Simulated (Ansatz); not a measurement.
**triplet SiH2Br2: levels of theory compared**

We compute a comparison of 6 runs (UB3LYP/6-31G*, U-r2SCAN0/def2-SVP, U-revPBE/def2-SVP, UB3LYP/def2-SVP, UBLYP/def2-SVP) of triplet SiH2Br2. 

Program for the calculation: Ansatz 0.2.0.

53 further runs of the same task are left out: 6 that didn't finish, 47 set aside as unsound or not needed.

### Step 1. The system as given

SiH2Br2: 5 atoms, total charge 0, spin state triplet. SMILES of the parent species: `Br[SiH2]Br`. The coordinates come from a PBE0-D4/def2-TZVP relaxation. That shape belongs to the parent species and isn't relaxed for this state.

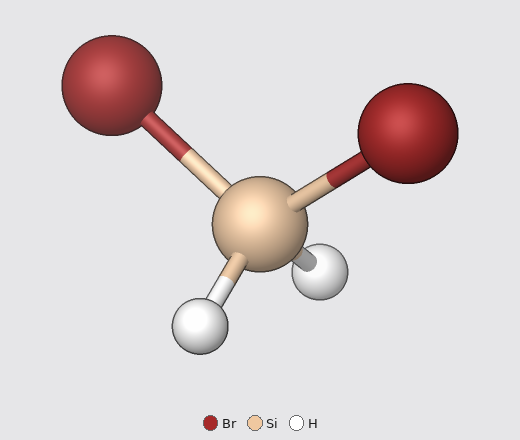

The structure, seen from a chosen angle (bromine red, silicon light orange, hydrogen white).

### Step 2. The energy at UB3LYP/6-31G(d) (spherical functions) (run 1)

The input, in.yaml:

```yaml
crystal:
  periodic: [false, false, false]
  atoms:
    - symbol: Br
      position_ang: [-1.672690, -1.239290, 0.362310]
    - symbol: Si
      position_ang: [0.158230, -0.046290, 0.054680]
    - symbol: Br
      position_ang: [-0.295570, 1.814160, -1.042010]
    - symbol: H
      position_ang: [1.103430, -0.843230, -0.751710]
    - symbol: H
      position_ang: [0.706590, 0.314640, 1.376730]
basis:
  gaussian:
    orbitals: 6-31G_st_-spherical.json
accuracy: high
magnetization:
  spin_polarized: true
  initial_magnetization: 2
hamiltonian:
  xc: {name: B3LYP}
output: {orbitals: {seedname: orbitals}}
```

The basis set 6-31G* is read from a file made from the Basis Set Exchange's data (not shown).

The run is started by

```
ansatz run in.yaml --threads 1 --pin off --max-ram 3480MiB --events-out events.jsonl --progress --plain --runs-dir runs
```

The program printed:

```text
Warning: RAYON_NUM_THREADS=1 ignored (pool sized by the plan → 1); use --threads N
Functional definition: B3LYP
  name "B3LYP"
  parameter a0 = 0.2
  parameter ax = 0.72
  parameter ac = 0.81
  exchange = (1 - a0 - ax)*slater_x + ax*b88_x + a0*exact_x
  correlation = (1 - ac)*vwn_rpa_c + ac*lyp_c
1620 factors; integrals over basis functions are off by at most 1.1e-8 eV
mean field evaluation 1: about -147983.1394 eV, gradient 8.1e0 eV
mean field evaluation 2: about -147983.3755 eV, gradient 6.5e0 eV
mean field evaluation 4: about -147983.6329 eV, gradient 4.3e-1 eV
mean field evaluation 8: about -147983.7492 eV, gradient 1.7e-1 eV
mean field evaluation 16: about -147983.7495 eV, gradient 2.1e-4 eV
mean field evaluation 32: about -147983.7495 eV, gradient 5.2e-7 eV
mean field evaluation 64: about -147983.7495 eV, gradient 1.6e-5 eV
mean field evaluation 96: about -147983.6476 eV, gradient 3.3e0 eV
mean field -147983.76004712 eV, -5438.3028747363 hartree, gradient 2.7e-8 eV, S^2 2.002876; 15 other end points of the search recorded, 0 dependent functions left out
reference -147983.76008206 eV, -5438.3028760204 hartree; 44, 42 occupied and 42, 44 virtual orbitals, 1620 factors
Total energy: -147983.76008206 eV, -5438.3028760204 hartree
```

Wall time 90 s (1 thread of Arm Neoverse V2, shared host); peak memory 0.57 GiB.

### Step 3. The energy at U-r2SCAN0/def2-SVP (run 2)

The input, run.yaml:

```yaml
crystal:
  periodic: [false, false, false]
  atoms:
    - {symbol: Br, position_ang: [-1.672690, -1.239290, 0.362310]}
    - {symbol: Si, position_ang: [0.158230, -0.046290, 0.054680]}
    - {symbol: Br, position_ang: [-0.295570, 1.814160, -1.042010]}
    - {symbol: H, position_ang: [1.103430, -0.843230, -0.751710]}
    - {symbol: H, position_ang: [0.706590, 0.314640, 1.376730]}
basis:
  gaussian: {orbitals: def2-SVP}
hamiltonian: {xc: {name: r2SCAN0}}
output: {orbitals: {seedname: orbitals}}
accuracy: high
magnetization: {spin_polarized: true, initial_magnetization: 2}
```

The run is started by

```
ansatz run run.yaml --threads 1 --pin off --max-ram 3480MiB --events-out events.jsonl --progress --plain --runs-dir runs
```

The program printed:

```text
Warning: RAYON_NUM_THREADS=1 ignored (pool sized by the plan → 1); use --threads N
Functional definition: r2SCAN0
  name "r2SCAN0"
  parameter a = 0.25
  parameter k0 = 0.174
  parameter k1 = 0.065
  parameter a1 = 4.9479
  exchange = (1 - a)*r2scan_x(k0 = k0, k1 = k1, a1 = a1) + a*exact_x
  correlation = r2scan_c
1683 factors; integrals over basis functions are off by at most 5.9e-9 eV
mean field evaluation 1: about -147977.3250 eV, gradient 7.2e0 eV
mean field evaluation 2: about -147977.6164 eV, gradient 5.3e0 eV
mean field evaluation 4: about -147977.7793 eV, gradient 2.9e-1 eV
mean field evaluation 8: about -147977.8995 eV, gradient 1.1e-1 eV
mean field evaluation 16: about -147977.8996 eV, gradient 4.1e-4 eV
mean field evaluation 32: about -147977.8996 eV, gradient 6.7e-7 eV
mean field evaluation 64: about -147977.8958 eV, gradient 4.4e-1 eV
mean field -147977.89964487 eV, -5438.0875089260 hartree, gradient 1.9e-8 eV, S^2 2.007865; 7 other end points of the search recorded, 0 dependent functions left out
reference -147977.89964599 eV, -5438.0875089674 hartree; 44, 42 occupied and 48, 50 virtual orbitals, 1683 factors
Total energy: -147977.89964599 eV, -5438.0875089674 hartree
```

Run time: 2.8 min. Hardware: 1 thread of Arm Neoverse V2, shared host; peak memory 0.74 GiB.

Runs 3 to 5 aren't shown in full; the table further down has their settings and results.

### Step 4. A single-point energy at UB3LYP/6-31G(d) (Cartesian functions) (run 6)

The input, input.yaml:

```yaml
basis:
  gaussian: {orbitals: "6-31G*"}
crystal:
  periodic: [false, false, false]
  atoms:
    - {symbol: Br, position_ang: [-1.672690, -1.239290, 0.362310]}
    - {symbol: Si, position_ang: [0.158230, -0.046290, 0.054680]}
    - {symbol: Br, position_ang: [-0.295570, 1.814160, -1.042010]}
    - {symbol: H, position_ang: [1.103430, -0.843230, -0.751710]}
    - {symbol: H, position_ang: [0.706590, 0.314640, 1.376730]}
hamiltonian: {xc: {name: B3LYP}}
output: {orbitals: {seedname: orbitals}}
magnetization: {spin_polarized: true, initial_magnetization: 2}
accuracy: high
```

The run is started by

```
ansatz run input.yaml --threads 1 --pin off --max-ram 3480MiB --events-out events.jsonl --progress --plain --runs-dir runs
```

The program printed:

```text
Warning: RAYON_NUM_THREADS=1 ignored (pool sized by the plan → 1); use --threads N
Functional definition: B3LYP
  name "B3LYP"
  parameter a0 = 0.2
  parameter ax = 0.72
  parameter ac = 0.81
  exchange = (1 - a0 - ax)*slater_x + ax*b88_x + a0*exact_x
  correlation = (1 - ac)*vwn_rpa_c + ac*lyp_c
1660 factors; integrals over basis functions are off by at most 4.0e-9 eV
mean field evaluation 1: about -147983.6951 eV, gradient 8.5e0 eV
mean field evaluation 2: about -147983.9365 eV, gradient 6.7e0 eV
mean field evaluation 4: about -147984.1933 eV, gradient 4.5e-1 eV
mean field evaluation 8: about -147984.2726 eV, gradient 1.3e-1 eV
mean field evaluation 16: about -147984.2728 eV, gradient 1.8e-4 eV
mean field evaluation 32: about -147984.2728 eV, gradient 4.0e-7 eV
mean field evaluation 64: about -147984.2728 eV, gradient 1.6e-5 eV
mean field evaluation 96: about -147983.7939 eV, gradient 2.9e0 eV
mean field evaluation 128: about -147984.2439 eV, gradient 1.7e0 eV
mean field -147984.28347114 eV, -5438.3221102143 hartree, gradient 3.3e-8 eV, S^2 2.002893; 15 other end points of the search recorded, 0 dependent functions left out
reference -147984.28350608 eV, -5438.3221114983 hartree; 44, 42 occupied and 49, 51 virtual orbitals, 1660 factors
Total energy: -147984.28350608 eV, -5438.3221114983 hartree
```

Run time: 94 s. Hardware: 1 thread of Arm Neoverse V2, shared host; peak memory 0.62 GiB.

### Step 5. The series

| run | level | Cartesian functions | energy (Eh) | HOMO energy (eV) | ⟨S²⟩ | wall time |
| --- | --- | --- | --- | --- | --- | --- |
| 1 | UB3LYP/6-31G* (spherical functions) | no | -5438.302876 | -2.39 | 2.003 | 90 s |
| 2 | U-r2SCAN0/def2-SVP | no | -5438.087509 | -2.51 | 2.008 | 2.8 min |
| 3 | U-revPBE/def2-SVP | no | -5437.650774 | -1.27 | 2.002 | 71 s |
| 4 | UB3LYP/def2-SVP | no | -5438.215720 | -2.01 | 2.003 | 83 s |
| 5 | UBLYP/def2-SVP | no | -5438.190414 | -1.05 | 2.001 | 74 s |
| 6 | UB3LYP/6-31G* (Cartesian functions) | yes | -5438.322111 | -2.40 | 2.003 | 94 s |

### Step 6. Outcome

| quantity | value |
| --- | --- |
| run 6: total energy | -5438.32211 Eh |
| run 6: HOMO energy (highest over α and β) | -2.40 eV |
| run 6: ⟨S²⟩ | 2.003 |

In words: Totals of different functionals can't be ranked against each other. All runs together took 9.6 min, the longest 2.8 min.
